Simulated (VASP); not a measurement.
Band structure of MnS (rock salt, AFM-II order). Method: optB88-vdW, VASP's PBE PAW potentials (set 64) (plane waves; VASP).

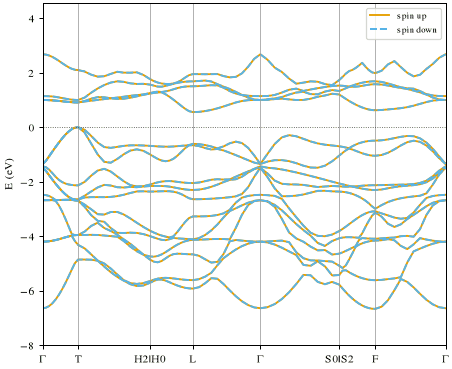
Figure: Bands along high-symmetry lines, zero at the valence-band maximum or, without a gap, the Fermi level

Q: Read the plot: is there a gap, and where are the band edges?

A: The gap is indirect, 0.55 eV, from the valence maximum at T to the conduction minimum at L. (Edges off the drawn lines would not show.)

The compound is MnS in the rock salt, AFM-II order structure. It was relaxed first, which changed the volume by -6 %.
